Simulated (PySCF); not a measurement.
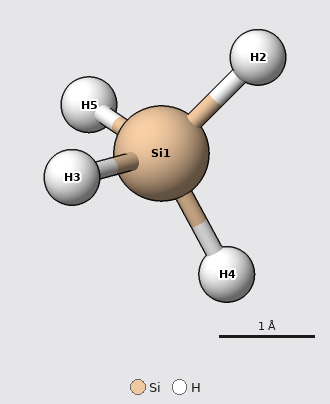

Figure 1. The structure (ball-and-stick view, seen at a tilt; atoms are numbered from 1 in the order of the input). Bond lengths as drawn: H–Si 1.49 Å.

# What a change does: excited-state calculation on SiH4

System: SiH4, SMILES [SiH4].
Method of run A: TDDFT PBE0/def2-SVPD, vertical, gas phase, core orbitals frozen in the response (PySCF 2.14.0).

The geometry comes from this level: PBE0-D3(BJ)/def2-SVP. Text and figures count atoms from 1; the logs count them from 0 in places.

### The input, run A
```
{"job": {"kind": "uv", "xc": "PBE0", "basis": "def2-SVPD", "ip": true}, "charge": 0, "multiplicity": 1}
Si     0.018604    -0.020708    -0.019400
H     -0.175386     1.206957    -0.846261
H     -0.729147     0.120879     1.264884
H      1.472272    -0.202666     0.267685
H     -0.494253    -1.209232    -0.763398
```

The first line tells a small driver script what to run in PySCF; the rest is the geometry in Å.

Launched with:
```bash
OMP_NUM_THREADS=1 python <driver script> task.json out
```

Hardware: 1 CPU thread, shared host.

### Output (run A)
```
coarse grid: 4104 points
cycle   1  E = -291.6175885376  dE = -2.909e-01  |g| = 7.047e-02  |ddm| = 1.803e+00
cycle   2  E = -291.6189062336  dE = -1.318e-03  |g| = 1.453e-02  |ddm| = 2.420e-01
cycle   3  E = -291.6189663756  dE = -6.014e-05  |g| = 5.429e-03  |ddm| = 6.089e-02
cycle   4  E = -291.6189760832  dE = -9.708e-06  |g| = 4.962e-04  |ddm| = 9.356e-03
final grid: 33416 points
cycle   5  E = -291.6546667876  dE = -1.615e-06  |g| = 4.163e-04  |ddm| = 1.231e-02
cycle   6  E = -291.6546668300  dE = -4.232e-08  |g| = 2.344e-04  |ddm| = 1.467e-03
cycle   7  E = -291.6546668499  dE = -1.997e-08  |g| = 1.592e-05  |ddm| = 4.405e-04
cycle   8  E = -291.6546668500  dE = -9.948e-11  |g| = 1.109e-06  |ddm| = 4.048e-05
converged SCF energy = -291.6546668500

Static polarisability (au): isotropic 31.943, principal 31.937 31.942 31.949

Singlet excitations
state   eV       nm        f      main configurations
  1   9.1562    135.4   0.12616   H->L 0.98
  2   9.1596    135.4   0.12631   H-1->L 0.98
  3   9.1606    135.3   0.12609   H-2->L 0.98
  4   9.1840    135.0   0.00000   H->L+2 0.49, H-1->L+1 0.48
  5   9.1857    135.0   0.00003   H-2->L+1 0.49, H->L+3 0.49
  6   9.1887    134.9   0.00001   H-2->L+2 0.49, H-1->L+3 0.49
  7   9.4073    131.8   0.00000   H-1->L+1 0.28, H->L+1 0.28, H->L+2 0.27
  8   9.4119    131.7   0.00000   H-2->L+3 0.57, H-1->L+2 0.23, H->L+1 0.08
  9   9.7772    126.8   0.00001   H-2->L+3 0.33, H->L+1 0.32, H-1->L+2 0.32
 10  10.1015    122.7   0.29351   H-1->L+2 0.24, H->L+1 0.24, H->L+2 0.15

Triplet excitations (Tamm-Dancoff, eV): 8.3117 8.3127 8.3138 8.3500
Vertical ionisation energy (delta-SCF) = 12.4014 eV
```

Run B used a changed input.

### The two runs side by side

| quantity | run A | run B |
| --- | --- | --- |
| outcome | converged | converged |
| total energy (hartree) | −291.654667 | −291.786077 |
| HOMO (eV) | −9.82 | −11.25 |
| LUMO (eV) | 0.55 | 1.11 |
| dipole moment (D) | 0.00 | 0.00 |
| lowest excitation (eV) | 9.16 | 9.27 |
| SCF iterations | 8 | 8 |
| strongest computed line (eV) | 10.10 | 10.33 |
| basis functions | 56 | 56 |
| wall time (shared host) | 1.9 s | 2.7 s |

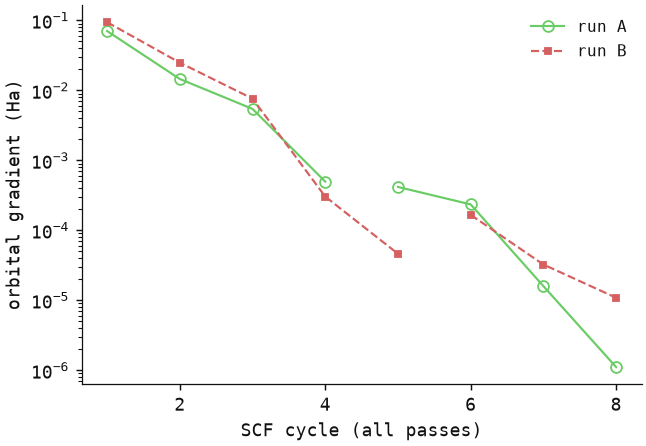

Figure 2. Convergence of the two runs: orbital gradient against the SCF cycle. A break in a curve parts two SCF passes (coarse and final grid). Run A takes 8 cycles in all, and run B takes 8.

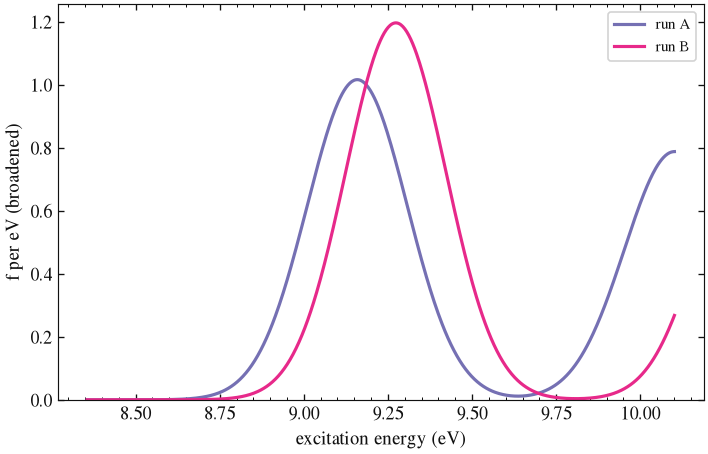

Figure 3. Absorption of the two runs from their computed states, each broadened by a Gaussian of 0.35 eV full width; the range ends where the shorter list of states ends.

What was changed in the input?

The change (lines with − go, lines with + come):
```diff
-"xc": "PBE0"
+"xc": "CAM-B3LYP"
```

The total energies belong to different methods, so their difference says nothing on which is more stable or more accurate. The HOMO goes from −9.82 to −11.25 eV. The LUMO goes from 0.55 to 1.11 eV. The lowest excitation goes from 9.16 to 9.27 eV. The strongest computed line goes from 10.10 to 10.33 eV. The functional changes from PBE0 to CAM-B3LYP. The number of SCF iterations is the same.

### Output (run B)
```
coarse grid: 4104 points
cycle   1  E = -291.7459700929  dE = -3.295e-01  |g| = 9.427e-02  |ddm| = 1.878e+00
cycle   2  E = -291.7490095599  dE = -3.039e-03  |g| = 2.488e-02  |ddm| = 2.191e-01
cycle   3  E = -291.7492538140  dE = -2.443e-04  |g| = 7.613e-03  |ddm| = 1.048e-01
cycle   4  E = -291.7492739073  dE = -2.009e-05  |g| = 3.032e-04  |ddm| = 2.232e-02
cycle   5  E = -291.7492739962  dE = -8.893e-08  |g| = 4.620e-05  |ddm| = 2.008e-03
final grid: 33416 points
cycle   6  E = -291.7860769615  dE = -8.590e-07  |g| = 1.663e-04  |ddm| = 8.915e-03
cycle   7  E = -291.7860769706  dE = -9.103e-09  |g| = 3.242e-05  |ddm| = 1.023e-03
cycle   8  E = -291.7860769710  dE = -4.393e-10  |g| = 1.087e-05  |ddm| = 1.287e-04
converged SCF energy = -291.7860769710

Static polarisability (au): isotropic 31.726, principal 31.720 31.725 31.732

Singlet excitations
state   eV       nm        f      main configurations
  1   9.2659    133.8   0.00009   H->L+2 0.48, H-1->L+1 0.48
  2   9.2675    133.8   0.00059   H->L+3 0.49, H-2->L+1 0.48
  3   9.2704    133.7   0.00084   H-2->L+2 0.48, H-1->L+3 0.47
  4   9.2711    133.7   0.14782   H->L 0.97
  5   9.2743    133.7   0.14791   H-1->L 0.97
  6   9.2754    133.7   0.14847   H-2->L 0.98
  7   9.4914    130.6   0.00000   H-1->L+1 0.28, H->L+2 0.27, H->L+1 0.26
  8   9.4960    130.6   0.00000   H-2->L+3 0.57, H-1->L+2 0.23, H->L+1 0.08
  9  10.0894    122.9   0.00002   H-2->L+3 0.33, H->L+1 0.33, H-1->L+2 0.32
 10  10.3276    120.1   0.31728   H->L+1 0.26, H-1->L+2 0.26, H->L+2 0.15

Triplet excitations (Tamm-Dancoff, eV): 8.4953 8.4962 8.4970 8.7619
Vertical ionisation energy (delta-SCF) = 12.5679 eV
```
